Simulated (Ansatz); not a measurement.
Ti3Al, response to strain

Start from Ti3Al (space group P6_3/mmc, No. 194; a = 5.7471 Å, c = 4.6315 Å). Axes: x lies along a and z along c of the hexagonal cell.

Strains are applied to the cell and any free atomic positions relax; under biaxial strain the out-of-plane vector relaxes too.

All numbers come from Ansatz (a program for electronic structure) r2SCAN, spin-orbit coupling left out.

Notes on the quantities. pressure: mean of the normal stresses, compression positive.

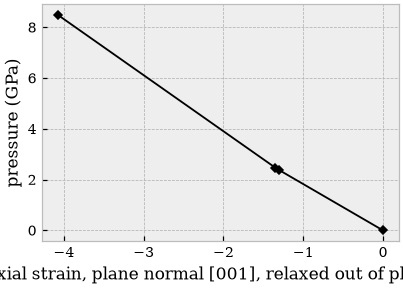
Fig. 1. Pressure against biaxial strain, plane normal [001], relaxed out of plane

Question: From the plot, what is the pressure for biaxial strain −4.07 %, plane normal [001], relaxed out of plane?

Answer: About 8.5 GPa.

Question: Is the trend monotonic over the range shown?

Answer: Yes, it falls throughout, spanning 0.0 GPa to 8.5 GPa.

No phonon test of stability was made. The final runs are not spin-polarised.
